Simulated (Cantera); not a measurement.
A closed system holds: 1 mol Fe(CO)5, 0.038 mol CO, 10 mol H2, held at 1350 °C.

These are equilibrium values from Cantera (NASA tables, ideal gas, pure condensed phases), not measurements of a reactor. Candidate condensed phases: C, C6H6, C7H8, C8H18, Fe, Fe(CO)5, FeO, Fe(OH)2, Fe(OH)3, Fe2O3, Fe3O4, H2O; 114 gas species. Kinetics and transport are ignored.

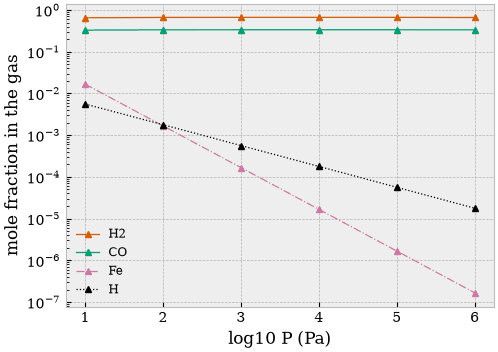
Figure. Equilibrium gas composition (values under 1e-9 drawn at 1e-9)

From 10.0 Pa to 10.0 bar the condensed part is Fe(γ). The main Fe-bearing gas is Fe throughout.
